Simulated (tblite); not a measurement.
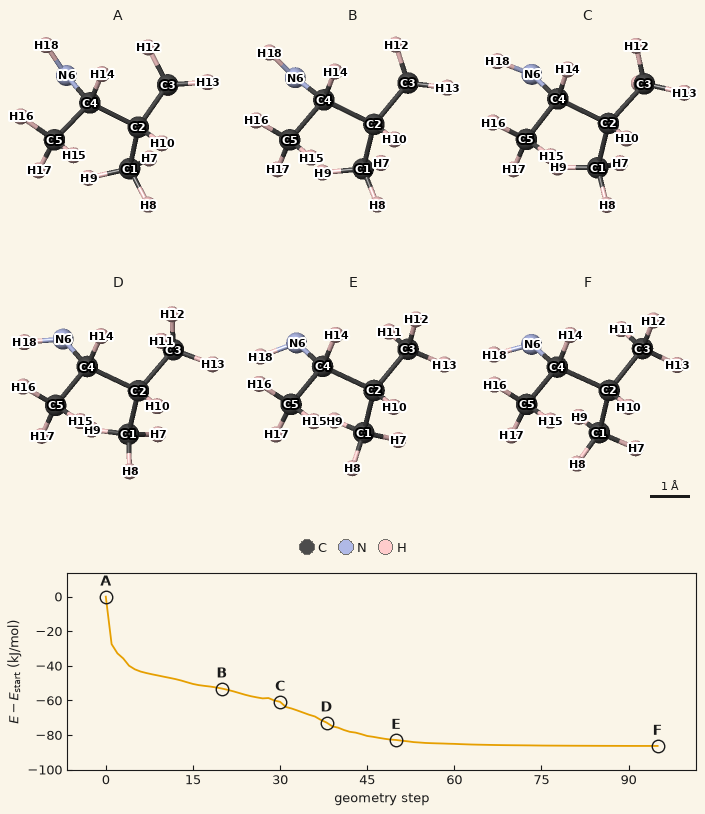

Frames of a relaxation of C5H12N (multiplicity 2), marked on the history of the run. Style: ball-and-stick. Shown at a tilt.

These are results of GFN2-xTB geometry optimisation, gas phase (tblite 0.8.0), not measurements. 

Describe the path.

The atom that moves furthest after the best rigid fit is H18 (1.33 Å). By element the largest moves are H 1.33 Å, C 0.16 Å, N 0.14 Å. Near-neighbour distances that change, for instance: C4–N6 1.453 → 1.391 Å, C2–C4 1.513 → 1.569 Å, C1–H7 1.135 → 1.088 Å, C5–H16 1.131 → 1.089 Å. Among the angles between lasting bonds that change: C4–C5–H17 117.3° → 110.6°, C4–N6–H18 106.1° → 112.4°, C2–C1–H9 114.1° → 109.6°. Groups turn about C4–N6 by about 80°, C1–C2 by about 60°, C2–C3 by about 55°. The energy falls by 86.3 kJ/mol in 95 geometry steps. From step 0 to 20: H18 moves most (0.36 Å), energy −53.1 kJ/mol. From step 20 to 30: H18 moves most (0.31 Å), energy −7.65 kJ/mol. From step 30 to 38: H18 moves most (0.44 Å), energy −12.0 kJ/mol. From step 38 to 50: H18 moves most (0.39 Å), energy −10.1 kJ/mol. From step 50 to 95: H9 moves most (0.31 Å), energy −3.45 kJ/mol.

```csv
step,"E − E(0), kJ/mol"
0,0.00
1,-27.44
2,-32.76
3,-35.71
4,-39.91
5,-42.00
6,-43.29
7,-44.16
8,-44.90
9,-45.58
10,-46.27
14,-49.49
19,-52.48
23,-55.73
28,-58.59
32,-64.65
37,-71.21
41,-77.06
46,-80.98
50,-82.82
55,-84.53
59,-84.99
64,-85.53
68,-85.78
73,-85.96
77,-86.08
82,-86.16
86,-86.22
91,-86.26
95,-86.27
```
